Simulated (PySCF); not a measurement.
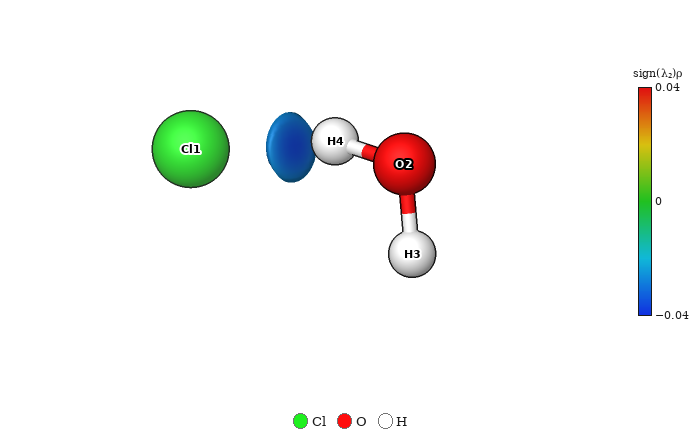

ClH2O, charge −1, SMILES `[Cl-].O`. Non-covalent interaction surfaces between the fragments (reduced density gradient s = 0.4, coloured by sign(λ₂)ρ in a.u.; trimmed to the region between the fragments where ρ is under 0.06 a.u.). Fragment A: Cl(−1) (atom 1); fragment B: H2O.

Computed with PySCF, r2SCAN/def2-SVPD, geometry: GFN2-xTB. GFN2-xTB bond lengths at metals and heavier atoms can be off by up to 0.1 Å and shapes distorted, which carries into these values.

Geometry (Å), atoms numbered from 1:

```
Cl1     -1.0860    0.0055    0.0000
O2       1.9385   -0.0891    0.0000
H3       1.9871    0.8688    0.0000
H4       0.9668   -0.2499    0.0000
```

### Interpret the surfaces between the fragments.

Bond critical points between the fragments: Cl1···H4, hydrogen bond, 2.07 Å, ρ = 0.034 a.u. It appears blue (attractive, sign(λ₂)ρ well below zero). The pose is a local one from a semi-empirical search, not shown to be the most stable. With a charged fragment, long-range electrostatics, which these surfaces don't show, weighs heavily in the interaction energy.

### How strongly are they bound?

The counterpoise-corrected interaction energy of the frozen fragments is −15.6 kcal/mol without dispersion correction and −15.7 kcal/mol with D3(BJ). The pair geometry is semi-empirical, not a minimum at this level.
